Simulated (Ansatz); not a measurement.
**Run report: SiN₂H₄Cl₂, single-point calculation**

- system: SiN₂H₄Cl₂
- method: UKS PBEsol-d4/def2-TZVPP (Ansatz 0.2.0)

The geometry comes from this level: PBE0-D4/def2-TZVP.

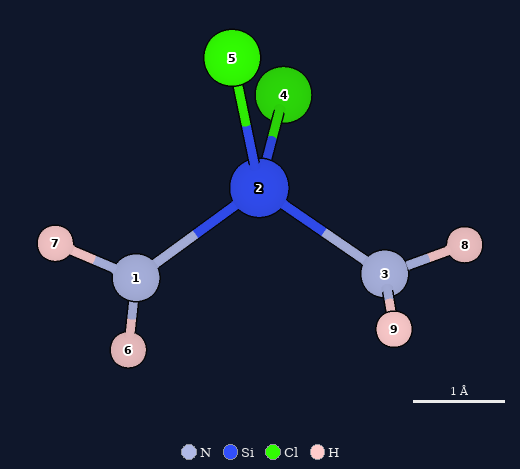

The input geometry (ball-and-stick view, seen at a tilt; atoms are numbered from 1 in the order of the input).

Key numbers:

| quantity | value |
| --- | --- |
| outcome | converged |
| total energy | −35894.6925 eV |
| mean-field energy | −35894.6009 eV |
| dispersion energy | −0.0916 eV |
| SCF solution under orbital rotations | stable |
| hardware | 4 threads of Intel Xeon @ 2.50GHz, 180 GiB of memory available, shared host |
| wall time | 5.5 s (CPU time 16 s) |
| peak memory | 0.5 GiB |

Input file:
```yaml
crystal:
  periodic: [false, false, false]
  atoms:
    - {symbol: N, position_ang: [0.003289, 1.371336, -0.521466]}
    - {symbol: Si, position_ang: [-0.064353, -0.306402, -0.338012]}
    - {symbol: N, position_ang: [0.186371, -0.691654, 1.287340]}
    - {symbol: Cl, position_ang: [-1.844165, -1.215706, -0.820861]}
    - {symbol: Cl, position_ang: [1.312172, -1.033870, -1.680998]}
    - {symbol: H, position_ang: [-0.582563, 1.963608, 0.044631]}
    - {symbol: H, position_ang: [0.215450, 1.780145, -1.416098]}
    - {symbol: H, position_ang: [-0.140628, -1.566288, 1.662287]}
    - {symbol: H, position_ang: [1.002926, -0.347369, 1.766076]}
basis:
  gaussian: {orbitals: def2-TZVPP, fitting: {mean_field: cc-pVTZ-jkfit}}
magnetization: {spin_polarized: true, initial_magnetization: 0}
hamiltonian: {xc: {name: PBEsol}, dispersion: d4}
```

Command:
```bash
ansatz run in.yaml --threads 4 --pin off --events-out ev --progress --plain --max-ram 10444MiB
```

The program's output:
```
Functional definition: PBEsol
  name "PBEsol"
  cite "Perdew et al., Phys. Rev. Lett. 100, 136406 (2008) doi:10.1103/PhysRevLett.100.136406"
  cite "Perdew, Burke & Ernzerhof, Phys. Rev. Lett. 77, 3865 (1996) doi:10.1103/PhysRevLett.77.3865"
  parent pbesol
  exchange = pbesol_x
  correlation = pbesol_c
641 factors; integrals over basis functions are off by at most 1.4e0 eV
mean field evaluation 1: about -35877.4111 eV, gradient 6.8e1 eV
mean field evaluation 2: about -35817.2719 eV, gradient 1.2e2 eV
mean field evaluation 4: about -35894.2429 eV, gradient 9.7e0 eV
mean field evaluation 8: about -35894.6007 eV, gradient 1.7e-1 eV
mean field -35894.60082021 eV, -1319.1022499085 hartree, gradient 5.3e-5 eV, S^2 0.000000; 0 other end points of the search recorded, 0 dependent functions left out
reference -35894.60085996 eV, -1319.1022513691 hartree; 33, 33 occupied and 211, 211 virtual orbitals, 641 factors
Total energy: -35894.69246616 eV, -1319.1056178350 hartree
```
